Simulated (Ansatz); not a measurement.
GeB$_{2}$H$_{6}$: phonon calculation

GeB$_{2}$H$_{6}$, SMILES B[BH][GeH3], computed with RKS PBE0-D4/def2-SVP (Ansatz 0.2.0).

It belongs to a series of runs on one base structure; here: vibrations at the highest image of the band. Figures and captions count atoms from 1; the log counts them from 0 in places.

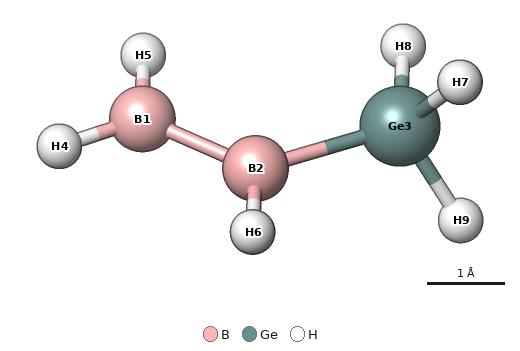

The structure (ball-and-stick view, seen at a tilt; atoms are numbered from 1 in the order of the input). Sticks mark near contacts. Bond lengths as drawn: B–B 1.75 Å, B–Ge 2.06 Å, B–H 1.21 Å and Ge–H 1.54 to 1.55 Å.

The input:
```yaml
crystal:
  periodic: [false, false, false]
  atoms:
    - { symbol: B, position_ang: [-0.655359, 0.690063, -1.645621] }
    - { symbol: B, position_ang: [0.397594, 0.637401, -0.24471] }
    - { symbol: Ge, position_ang: [0.286775, -0.782383, 1.246425] }
    - { symbol: H, position_ang: [-0.546305, 1.545794, -2.49545] }
    - { symbol: H, position_ang: [-1.530767, -0.129263, -1.815206] }
    - { symbol: H, position_ang: [1.266072, 1.470051, -0.098308] }
    - { symbol: H, position_ang: [1.628263, -1.545336, 1.352154] }
    - { symbol: H, position_ang: [-0.831046, -1.828867, 1.063718] }
    - { symbol: H, position_ang: [0.073374, -0.103759, 2.619699] }
basis:
  gaussian: { orbitals: def2-SVP }
hamiltonian:
  xc: pbe0
  dispersion: d4
phonons: {}
```

Run as:
```bash
ansatz run input.yaml --threads 1 --pin off --max-ram 2048MiB --backend cpu --events-out ev --progress --plain --runs-dir out
```

What the program printed:
```
Engine: ansatz 0.2.0, aarch64-unknown-linux-gnu
Functional definition: PBE0
  parameter a = 0.25
  parameter kappa = 0.804
  parameter beta = 0.06672455060314922
  exchange = (1 - a)*pbe_x(kappa = kappa, mu = beta*pi^2/3) + a*exact_x
  correlation = pbe_c(beta = beta)
999 factors; integrals over basis functions are off by at most 3.4e-4 eV
mean field evaluation 1: about -57947.4708 eV, gradient 1.8e1 eV
mean field evaluation 2: about -57947.9231 eV, gradient 1.4e1 eV
mean field evaluation 4: about -57948.3229 eV, gradient 5.0e-1 eV
mean field evaluation 8: about -57948.3397 eV, gradient 3.1e-2 eV
mean field -57948.33971552 eV, -2129.5622057498 hartree, gradient 2.7e-5 eV, S^2 0.000000; 0 other end points of the search recorded, 0 dependent functions left out
the calculation of the forces begins
reference -57948.33974505 eV, -2129.5622068353 hartree; 24, 24 occupied and 66, 66 virtual orbitals, 999 factors
these checks for a lower state are left out or cut short: stability, starts, cluster_reference, orbital_swaps, neighbouring_geometries, increment
999 factors; integrals over basis functions are off by at most 3.4e-4 eV
mean field evaluation 16: about -57948.3230 eV, gradient 1.4e-1 eV
mean field -57948.33965971 eV, -2129.5622036989 hartree, gradient 2.5e-6 eV, S^2 0.000000; 0 other end points of the search recorded, 0 dependent functions left out
[... from here on the field's lines of each further geometry are left out, up to the last ...]
the calculation of the forces begins
reference -57948.33970875 eV, -2129.5622055013 hartree; 24, 24 occupied and 66, 66 virtual orbitals, 999 factors
these checks for a lower state are left out or cut short: stability, starts, cluster_reference, orbital_swaps, neighbouring_geometries, increment
999 factors; integrals over basis functions are off by at most 3.4e-4 eV
mean field -57948.33966879 eV, -2129.5622040328 hartree, gradient 1.3e-6 eV, S^2 0.000000; 0 other end points of the search recorded, 0 dependent functions left out
the calculation of the forces begins
reference -57948.33969833 eV, -2129.5622051182 hartree; 24, 24 occupied and 66, 66 virtual orbitals, 999 factors
WARN: phonons: modes at or below zero, which the zero-point energy, F, S and C_V leave out: 2, the lowest at -539.67 cm⁻¹. A minimum has none, and a first-order saddle one
Total energy: -57948.45443731 eV, -2129.5664216981 hartree
Atom 0 at    -0.655359     0.690063    -1.645621 Å, force     0.011019    -0.005270     0.010269 eV/Å
Atom 1 at     0.397594     0.637401    -0.244710 Å, force    -0.011366     0.003220    -0.010152 eV/Å
Atom 2 at     0.286775    -0.782383     1.246425 Å, force     0.000601    -0.001244     0.001603 eV/Å
Atom 3 at    -0.546305     1.545794    -2.495450 Å, force     0.000034     0.002744    -0.000793 eV/Å
Atom 4 at    -1.530767    -0.129263    -1.815206 Å, force    -0.002304     0.002157    -0.002439 eV/Å
Atom 5 at     1.266072     1.470051    -0.098308 Å, force     0.000796    -0.000950     0.000521 eV/Å
Atom 6 at     1.628263    -1.545336     1.352154 Å, force     0.000462    -0.000048    -0.000871 eV/Å
Atom 7 at    -0.831046    -1.828867     1.063718 Å, force     0.000521    -0.001619     0.002230 eV/Å
Atom 8 at     0.073374    -0.103759     2.619699 Å, force     0.000238     0.001010    -0.000369 eV/Å
Dipole moment:     0.007062     0.089952    -0.093373 e Å
Vibrations: -539.67 -62.41 179.93 370.25 440.10 540.46 579.88 750.14 804.03 867.48 882.39 887.45 953.16 1031.64 1203.32 2117.91 2119.39 2144.96 2570.20 2607.46 2660.01 cm⁻¹, zero-point energy 1.469843 eV
```

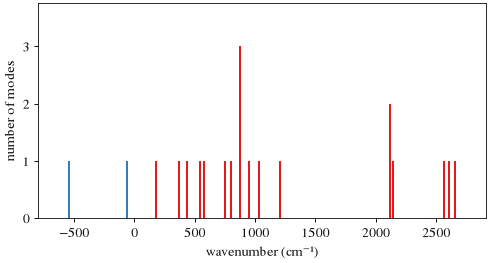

Harmonic vibrational wavenumbers from the force constants; neighbouring modes closer than 15 cm⁻¹ are counted in one stick, and imaginary ones are drawn at negative wavenumbers. 21 modes from 540i to 2660 cm⁻¹, 2 imaginary beyond 8i (540i, 62i cm⁻¹): not a minimum.

Results in brief:

- outcome: converged
- total energy: −57948.4544 eV
- mean-field energy: −57948.3397 eV
- largest force (length of the vector): 0.016 eV/Å
- hardware: 1 thread of Arm Neoverse V1, 24 GiB of memory available, shared host
- wall time: 2.2 min
- peak memory: 0.27 GiB
